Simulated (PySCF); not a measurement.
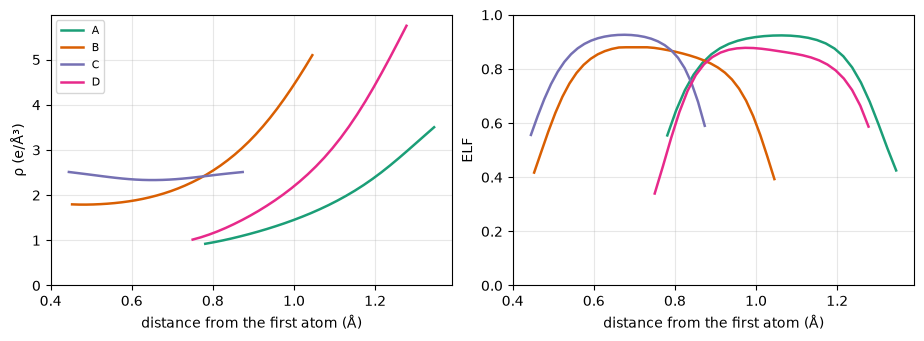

Figure 1: C4H11NO2Si. Electron density and electron localisation function along straight lines between neighbouring atoms. The curves leave out the atomic cores.

Geometry: GFN2-xTB.

All numbers below come from PBE0/pcSseg-1, SCF density, gas phase, non-relativistic (PySCF 2.14.0).

```csv
atom,x (Å),y (Å),z (Å)
C,3.0910,0.6674,-0.5134
C,2.5849,-0.5477,-0.4364
C,1.1250,-0.8510,-0.2769
O,0.3576,0.3109,-0.2226
Si,-1.2212,0.4764,0.1431
C,-2.3657,-0.4153,-1.0869
N,-1.4360,0.0285,1.8064
O,-1.5469,2.0569,-0.0192
H,4.1472,0.8405,-0.6258
H,2.4521,1.5320,-0.4667
H,3.2128,-1.4278,-0.4844
H,0.9846,-1.4445,0.6387
H,0.7945,-1.4754,-1.1211
H,-2.3711,-1.4905,-0.9259
H,-2.0561,-0.2377,-2.1121
H,-3.3879,-0.0647,-0.9918
H,-1.1206,-0.8763,2.1149
H,-2.3197,0.2387,2.2401
H,-0.9343,2.6890,0.3477
```

### Which curve belongs to which contact (C–C, C–O, Si–N and Si–O)? The first atom named is at distance zero.

Curve A: Si–N (1.74 Å): ρ at the midpoint is about 1.1 e/Å³; the ELF peaks at about 0.90 between the atoms: a shared but strongly polarised pair. Curve B: C–O (1.39 Å): ρ is about 2.1 e/Å³ halfway, with its minimum of 1.8 e/Å³ about 0.5 Å from C; the ELF peaks at about 0.90 between the atoms, as expected for a shared but strongly polarised pair. Curve C: C–C (1.32 Å): the density is about 2.3 e/Å³ at the midpoint; the ELF peaks at about 0.95 between the atoms; a multiple bond. Curve D: Si–O (1.62 Å): ρ at the midpoint is about 1.2 e/Å³; the ELF peaks at about 0.90 between the atoms (a polar covalent bond).
